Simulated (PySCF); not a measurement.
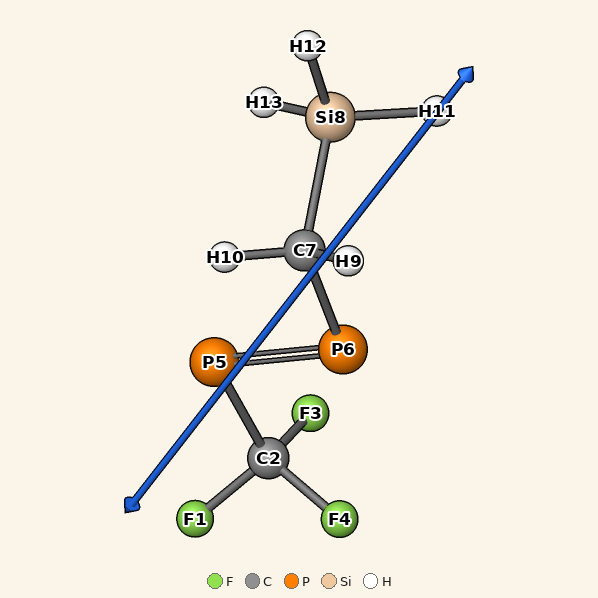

The double arrow shows the direction of the transition dipole to excited singlet state 6 (its length means nothing). The geometry was computed by an optimisation with GFN2-xTB. No frequency run is at hand to confirm it as a minimum. Method: TDDFT CAM-B3LYP/def2-SVPD, vertical, gas phase, core orbitals frozen in the response (PySCF 2.14.0).

> How is the transition polarised?

Close to the long direction F1···Si8.

> Give its energy, strength and character.

6.54 eV (190 nm), oscillator strength 0.22, mainly HOMO−1 → LUMO+1 (weight 0.53); transition dipole 2.99 D.

The geometry is semi-empirical. Around P, Si such bond lengths and angles can be off by a tenth of an ångström or more and by several degrees, and values that hang on the shape move with them.
